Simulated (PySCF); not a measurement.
NMR shielding calculation, with input and output: C$_{7}$H$_{10}$F$_{2}$O

System: C$_{7}$H$_{10}$F$_{2}$O.
Method: GIAO PBE0/pcSseg-1 NMR shielding, non-relativistic, gas phase (PySCF 2.14.0).

The geometry comes from this level: PBE0-D3(BJ)/def2-SVP. It belongs to a series of runs on one base structure; here: CH3 replaced by C2H5. Figures and captions count atoms from 1; the log counts them from 0 in places.

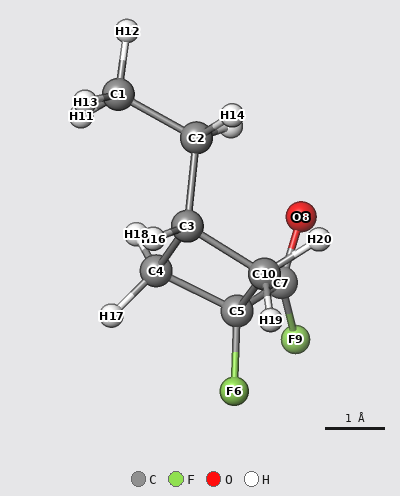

Fig. 1: The input geometry (ball-and-stick view, seen at an oblique angle; atoms are numbered from 1 in the order of the input). Bond lengths as drawn: C–C 1.51 to 1.55 Å, C–F 1.33 to 1.36 Å, C–H 1.10 Å and C–O 1.19 Å.

### Key numbers

```json
{"quantity": "outcome", "value": "converged"}
{"quantity": "total energy", "value": "−547.015611 hartree"}
{"quantity": "HOMO", "value": "−8.79 eV"}
{"quantity": "LUMO", "value": "−0.73 eV"}
{"quantity": "dipole moment", "value": "2.72 D"}
{"quantity": "isotropic shielding, C", "value": "9.7 to 171.3 ppm"}
{"quantity": "isotropic shielding, F", "value": "137.3 to 348.6 ppm"}
{"quantity": "isotropic shielding, O", "value": "−96.2 ppm"}
{"quantity": "isotropic shielding, H", "value": "28.6 to 30.6 ppm"}
{"quantity": "hardware", "value": "1 CPU thread, shared host"}
{"quantity": "wall time", "value": "50 s"}
{"quantity": "peak memory", "value": "1 GiB"}
```

### Input
```
{"job": {"kind": "nmr", "xc": "PBE0", "basis": "pcSseg-1"}, "charge": 0, "multiplicity": 1}
C     -2.523710     0.238303     0.490179
C     -1.262796    -0.609599     0.477957
C     -0.414851    -0.404368    -0.765731
C      0.327979     0.950653    -0.854057
C      1.681602     0.225154    -0.681568
F      2.569761     0.448748    -1.693510
C      2.338107     0.499613     0.650476
O      1.873236     0.250578     1.711665
F      3.519150     1.095169     0.530307
C      0.950831    -1.127864    -0.760645
H     -2.289073     1.312048     0.408444
H     -3.093038     0.098823     1.421232
H     -3.188914    -0.017540    -0.350238
H     -1.529811    -1.678652     0.544906
H     -0.645773    -0.392207     1.366414
H     -1.016786    -0.620730    -1.662575
H      0.293860     1.431056    -1.841165
H      0.079619     1.692350    -0.081033
H      1.203829    -1.629894    -1.704152
H      1.129291    -1.811570     0.081183
```

The first line tells a small driver script what to run in PySCF; the rest is the geometry in Å.

Launch command:
```bash
OMP_NUM_THREADS=1 python <driver script> task.json out
```

### The program's output
```
coarse grid: 17064 points
cycle   1  E = -546.7319427010  dE =  1.491e+00  |g| = 1.029e+00  |ddm| = 3.947e+00
cycle   2  E = -546.2405651774  dE =  4.914e-01  |g| = 1.952e+00  |ddm| = 1.754e+00
cycle   3  E = -546.9158242453  dE = -6.753e-01  |g| = 2.802e-01  |ddm| = 1.243e+00
cycle   4  E = -546.9290424697  dE = -1.322e-02  |g| = 9.314e-02  |ddm| = 2.303e-01
cycle   5  E = -546.9302525456  dE = -1.210e-03  |g| = 2.465e-02  |ddm| = 5.689e-02
cycle   6  E = -546.9303775088  dE = -1.250e-04  |g| = 6.678e-03  |ddm| = 2.233e-02
cycle   7  E = -546.9303862825  dE = -8.774e-06  |g| = 1.614e-03  |ddm| = 5.888e-03
final grid: 166592 points
cycle   8  E = -547.0155687334  dE = -4.906e-05  |g| = 1.411e-02  |ddm| = 4.410e-02
cycle   9  E = -547.0154919362  dE =  7.680e-05  |g| = 2.480e-02  |ddm| = 2.606e-02
cycle  10  E = -547.0156087023  dE = -1.168e-04  |g| = 3.046e-03  |ddm| = 1.606e-02
cycle  11  E = -547.0156105925  dE = -1.890e-06  |g| = 4.207e-04  |ddm| = 2.254e-03
cycle  12  E = -547.0156106149  dE = -2.236e-08  |g| = 2.215e-04  |ddm| = 4.905e-04
cycle  13  E = -547.0156106228  dE = -7.961e-09  |g| = 3.670e-05  |ddm| = 1.527e-04
cycle  14  E = -547.0156106231  dE = -2.362e-10  |g| = 1.063e-05  |ddm| = 3.962e-05
```

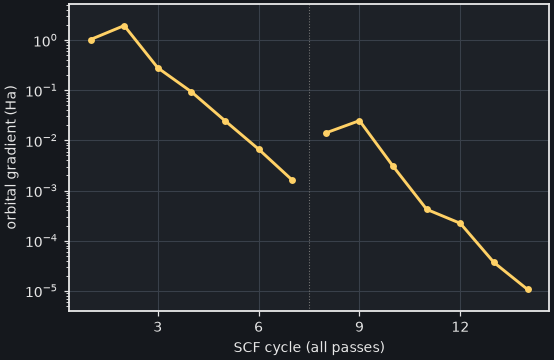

Fig. 2: Convergence of the self-consistent field: orbital gradient against the SCF cycle. The dotted line marks the change from a coarse to the final integration grid. The first 7 cycles use a coarse grid, the final grid takes over at cycle 8, and the field converges after 14 cycles in all.

```
converged SCF energy = -547.0156106231

GIAO shielding tensors (ppm)
atom      isotropic    diamagn.    paramagn.     s11        s22        s33       span
  0 C      171.309     245.828     -74.520    158.705    168.859    186.362     27.657
  1 C      155.485     247.045     -91.560    142.494    155.017    168.945     26.452
  2 C      157.675     250.170     -92.495    145.741    158.067    169.218     23.477
  3 C      144.903     250.501    -105.598    125.148    142.296    167.264     42.116
  4 C       95.511     253.368    -157.858     63.675     81.193    141.665     77.990
  5 F      348.620     468.904    -120.283    323.350    338.983    383.528     60.178
  6 C        9.716     254.821    -245.106   -109.555     49.915     88.787    198.342
  7 O      -96.177     404.098    -500.275   -352.050   -210.731    274.251    626.301
  8 F      137.301     470.965    -333.664   -109.983    239.922    281.963    391.945
  9 C      144.172     250.912    -106.739    127.495    139.001    166.022     38.527
 10 H       30.489      29.889       0.600     25.807     30.249     35.410      9.603
 11 H       30.117      27.514       2.603     25.439     27.175     37.737     12.298
 12 H       30.575      28.599       1.976     26.230     28.159     37.335     11.105
 13 H       29.896      30.843      -0.947     24.938     29.056     35.694     10.755
 14 H       29.348      31.876      -2.528     24.110     29.675     34.259     10.149
 15 H       29.304      32.904      -3.600     24.509     29.099     34.305      9.796
 16 H       28.679      30.966      -2.288     25.336     27.412     33.288      7.952
 17 H       29.175      31.950      -2.775     25.517     29.273     32.733      7.216
 18 H       28.568      30.443      -1.875     25.331     26.960     33.412      8.081
 19 H       29.026      31.200      -2.174     26.313     27.842     32.922      6.609
```

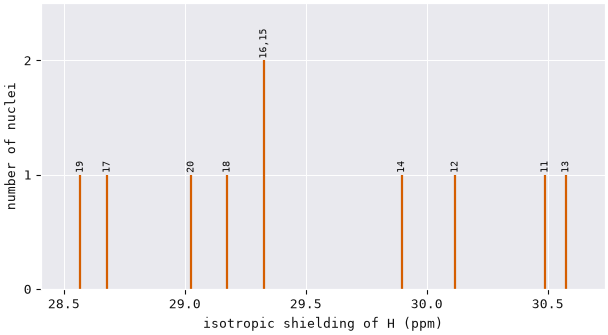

Fig. 3: Isotropic shieldings of the hydrogen nuclei in this fixed geometry, labelled by atom number; shielding grows to the right, so chemical shift grows to the left. The least shielded is H19 (28.6 ppm), the most shielded H13 (30.6 ppm).

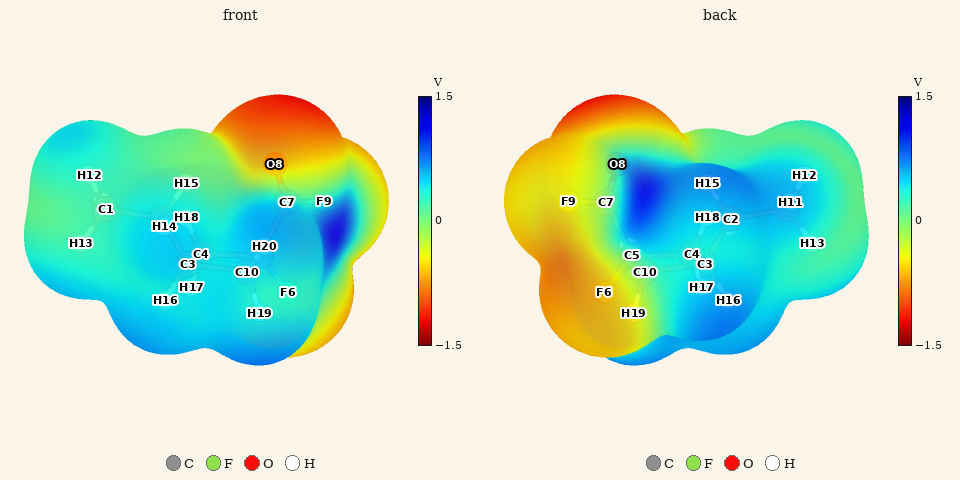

Fig. 4: The molecular electrostatic potential painted on the density surface at 0.001 e/bohr³, seen at a tilt and from behind; red is negative and blue positive. Its dipole moment is 2.72 D.

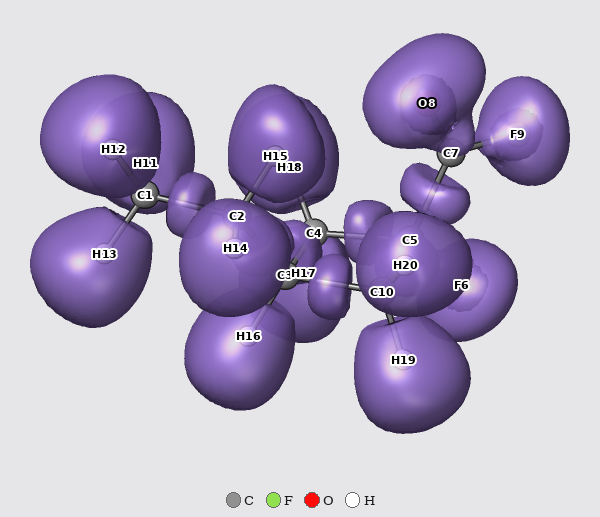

Fig. 5: Isosurface of the electron localisation function at 0.75 (purple), seen at a tilt. Core shells and regions of very low density are left out. Along the contacts the grid gives the following. C–O (1.19 Å): the ELF peaks at about 0.85 between the atoms; a multiple bond by its length, whose ELF region spreads away from the axis. C–F (1.33 Å): the ELF peaks at about 0.85 between the atoms (a shared but strongly polarised pair).

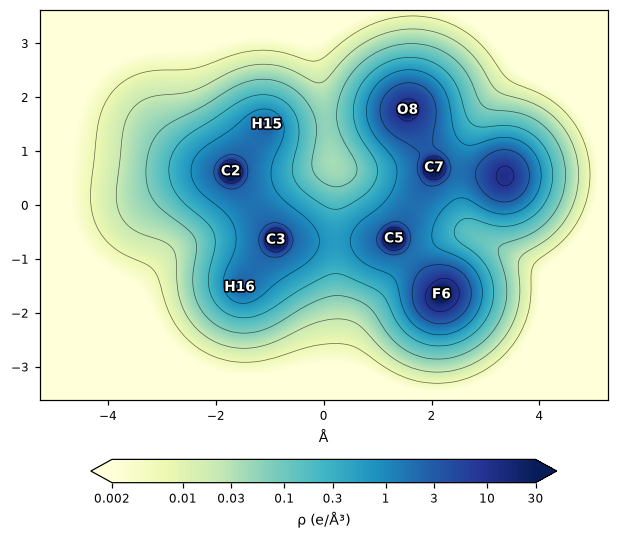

Fig. 6: Electron density on the plane of atoms C2, C3 and H16. C–C (1.51 Å): ρ is about 1.8 e/Å³ halfway. C–H (1.10 Å): ρ is about 1.9 e/Å³ halfway.
